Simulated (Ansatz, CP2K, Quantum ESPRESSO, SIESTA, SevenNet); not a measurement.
# Structure of amorphous Ge at 4.34 g/cm³ (72 atoms) across programs

What does relaxation change in amorphous Ge at 4.34 g/cm³ (72 atoms), and how far do other programs agree with plane waves on the relaxed cell?

These are calculated values.

## Step 1: The cell

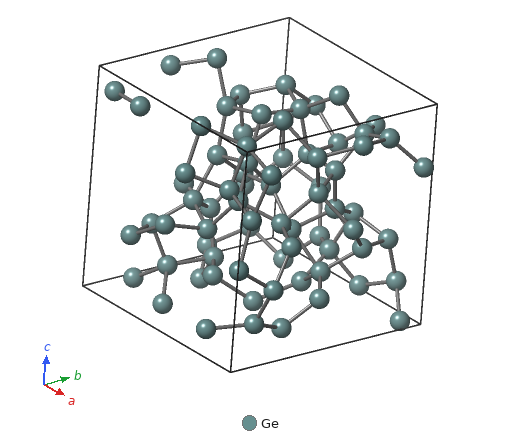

The cell (germanium teal). Some periodic images of atoms are drawn too.

The cell holds 72 atoms (72 Ge), with edges of 12.60, 12.60 and 12.60 Å. Recipe: 72 atoms (72 Ge) placed at random at 4.34 g/cm³, melted at 3500 K for 10 ps at fixed volume with the Tersoff potential (Tersoff, Phys. Rev. B 39, 5566 (1989)). Quenched from 3500 K to 300 K at 20 K/ps and fixed volume, annealed at 800 K for 20 ps, held 5 ps, then minimised at fixed cell. Then the atoms were relaxed with SevenNet 0 in the fixed cell. Then the atoms were relaxed with CP2K double zeta, PBE.

## Step 2: The relaxation

CP2K double zeta (DZVP-MOLOPT-SR, GTH-PBE potentials, 280 Ry; k-points Γ) took 18 geometry steps and reached its thresholds. It started from the geometry that SevenNet 0 had relaxed.

It took 7.2 min on 4 MPI ranks of Arm Neoverse V1, shared host; peak memory 3 GiB.

|  | before | after |
| --- | --- | --- |
| energy (meV/atom) | 0 | -16.2 |
| Ge-Ge bonds under 2.93 Å | 144 at 2.561 Å | 143 at 2.576 Å |

Atoms moved by 0.19 Å r.m.s. and 0.42 Å at most, with the common shift taken off.

## Step 3: Structure of the relaxed cell

Density 4.34 g/cm³, 27.77 Å³ an atom.

Pair distribution function in bins of 0.2 Å:

```csv
r (Å),total
2.40,0.76
2.60,5.62
2.80,0.24
3.00,0.14
3.20,0.15
3.40,0.29
3.60,0.59
3.80,1.29
4.00,1.51
4.20,1.69
4.40,1.33
4.60,0.92
4.80,0.84
5.00,0.70
5.20,0.74
5.40,0.89
5.60,1.00
5.80,1.11
6.00,1.12
6.20,1.31
```

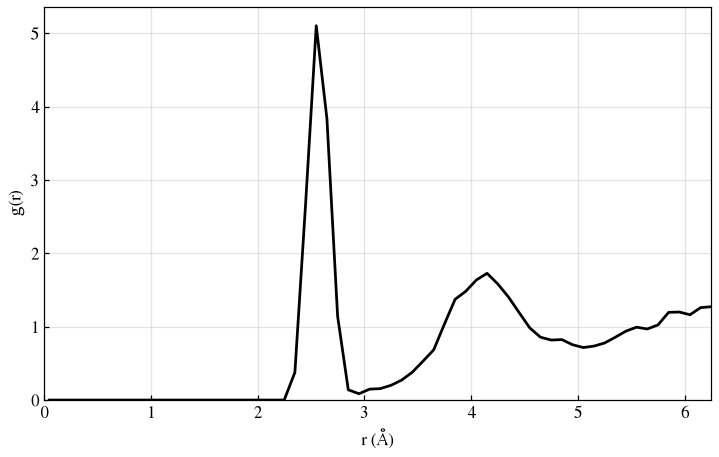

Pair distribution functions, lightly smoothed.

Bonds by pair of elements; cutoffs follow the first minimum of g(r), held within bounds set by covalent radii, and pairs that aren't listed don't count as bonded:

```
pair A-B  cutoff (Å)  bonds  mean length (Å)  spread (Å)  shortest (Å)  B about A  A about B
   Ge-Ge        2.93    143             2.58       0.067          2.44       3.97       3.97
```

How many atoms have how many bonded neighbours:

| element | mean | 2 | 3 | 4 | 5 |
| --- | --- | --- | --- | --- | --- |
| Ge | 3.97 | 1 | 3 | 65 | 3 |

Bond angles, per cent of each kind in bins of 5°:

| angle (°) | Ge-Ge-Ge |
| --- | --- |
| 65–70 | 0.2 |
| 70–75 | 0.7 |
| 75–80 | 1.9 |
| 80–85 | 3.5 |
| 85–90 | 5.8 |
| 90–95 | 5.8 |
| 95–100 | 13.7 |
| 100–105 | 11.4 |
| 105–110 | 15.1 |
| 110–115 | 13.5 |
| 115–120 | 8.8 |
| 120–125 | 4.7 |
| 125–130 | 6.3 |
| 130–135 | 3.7 |
| 135–140 | 1.4 |
| 140–145 | 0.7 |
| 145–150 | 0.7 |
| 150–155 | 0.7 |
| 155–160 | 1.2 |
| 160–165 | 0.2 |

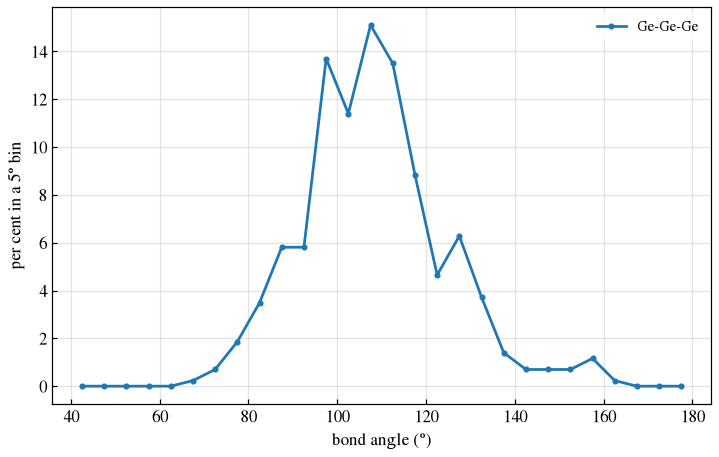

Distributions of the most common bond angles.

Bond angles (no mean is given where the spread exceeds 20°):

```csv
angle,count,mean (°),spread (°)
Ge-Ge-Ge,430,108,16
```

Bond length by coordination (bonds to H left out):

| element | coordination | atoms | mean bond length (Å) |
| --- | --- | --- | --- |
| Ge | 2 | 1 | 2.75 |
| Ge | 3 | 3 | 2.60 |
| Ge | 4 | 65 | 2.57 |
| Ge | 5 | 3 | 2.62 |

Rings of the network by King's shortest-path rule, up to 12 atoms, one path for each pair of neighbours; H, halogens, alkali and alkaline-earth atoms are left out, and the last column divides by all other atoms, bonded or not:

```csv
ring size (atoms),rings,per network atom
4,15,0.208
5,39,0.542
6,33,0.458
7,30,0.417
8,11,0.153
9,2,0.028
```

The first maximum of g(r) stands at about 2.6 Å. Counting bonds as in the table, 90 % of Ge atoms have 4 bonded neighbours. The Ge-Ge-Ge angle averages 108° with a spread of 16°. Rings of 5 atoms are the most common (30 % of those counted); sizes run from 4 to 9.

## Step 4: The plane-wave reference

Quantum ESPRESSO 7.5: Kohn-Sham DFT, PBE, SSSP efficiency 1.3.0 pseudopotentials, plane waves. Its input for the relaxed cell:

```
&control
  calculation = 'scf'
  pseudo_dir = './pseudo'
  outdir = './tmp'
  disk_io = 'none'
  tprnfor = .true.
  tstress = .true.
/
&system
  ibrav = 0
  nat = 72
  ntyp = 1
  ecutwfc = 45
  ecutrho = 360
  nosym = .true.
  occupations = 'smearing'
  smearing = 'fd'
  degauss = 0.003675
/
&electrons
  conv_thr = 3.6e-07
  electron_maxstep = 100
  mixing_beta = 0.2
  mixing_mode = 'local-TF'
  diagonalization = 'david'
/
ATOMIC_SPECIES
Ge 72.630 Ge.upf
CELL_PARAMETERS angstrom
12.59800 0.00000 0.00000
0.00000 12.59800 0.00000
0.00000 0.00000 12.59800
ATOMIC_POSITIONS crystal
Ge 0.22499 0.46626 0.34044
Ge 0.61147 0.66401 0.11635
Ge 0.96574 0.91570 0.02068
[... 67 atom lines left out ...]
Ge 0.08591 0.75358 0.32783
Ge 0.08624 0.80127 0.12777
K_POINTS gamma
```

Run time: 6.9 min. Hardware: 4 MPI ranks of Arm Neoverse V1, shared host; peak memory 6.2 GiB; 28 min of CPU time.

## Step 5: Side by side

CPU times are from a shared host and are rough.

| level | basis or training data | k-points | own r.m.s. force (meV/Å) | difference from the reference (meV/Å) | pressure (GPa) | CPU time | memory (GiB) |
| --- | --- | --- | --- | --- | --- | --- | --- |
| QE, PBE | plane waves, SSSP efficiency, 45/360 Ry | Γ | 32 | - | -1.87 | 28 min | 6.2 |
| CP2K triple zeta, PBE | TZV2P-UZH, GTH-PBE potentials, 350 Ry | Γ | 21 | 20 | -1.39 | 7.2 min | 5 |
| SIESTA DZP, PBE | DZP orbitals, shift 0.01 Ry, mesh 250 Ry | Γ | 114 | 138 | -0.07 | 5.3 min | 1.7 |
| SevenNet 0 | trained on PBE(+U) plane-wave data | - | 142 | 132 | -1.70 | 7.7 s | 0.68 |

## Step 6: Findings

Relaxation in the fixed cell lowers the energy by 16 meV/atom at its own level and moves atoms by up to 0.42 Å. By the cutoffs of the final cell 0 bonds formed and 1 was lost, leaving 143. The reference finds an r.m.s. force of 32 meV/Å there and a pressure of -1.87 GPa, at a geometry that CP2K double zeta made.

Forces differ from the reference's by 20 meV/Å (CP2K triple zeta, PBE), 132 meV/Å (SevenNet 0) and 138 meV/Å (SIESTA DZP, PBE). CP2K double zeta is at its own minimum here, so the reference's force is itself a measure of how the two differ. Pressures lie +0.2 GPa (SevenNet 0), +0.5 GPa (CP2K triple zeta, PBE) and +1.8 GPa (SIESTA DZP, PBE) from the reference's. The levels on either side of half filling lie 0.21 eV apart in the reference, but the smearing leaves some partly filled, so none is tabled. Counting bonds as in the table, 90 % of Ge atoms have 4 bonded neighbours. Rings of 5 atoms are the most common (30 % of those counted); sizes run from 4 to 9.

Caveats: The density was set by the recipe and held. One sample of a disordered cell; defect or tail levels can set the gap. The quench rate of 20 K/ps is many orders above laboratory rates, so the cell is likely richer in defects and strain than a real sample. The reference samples only Γ, in a cell whose shortest periodic width is 13 Å. The plane-wave runs aren't exact: their cutoffs and mesh weren't converged further here. SIESTA's automatically made basis is far from complete, and its potentials were converted by us (checked for H, C, O, Si, Ge and Ca alone). Spin–orbit coupling is left out. Where levels are smeared, the DFT runs use Fermi–Dirac occupations at 580 K (0.05 eV), and energies are free energies.

[Logs are printed without paths, hosts, clocks, repeated set-up lines and the standing remarks that a program may print on its own settings, such as how far it seeks lower states.]

[Hosts, paths, dates, database ids (printed as entryN), source tags and the programs' standing remarks are cut or masked in the printed files.]
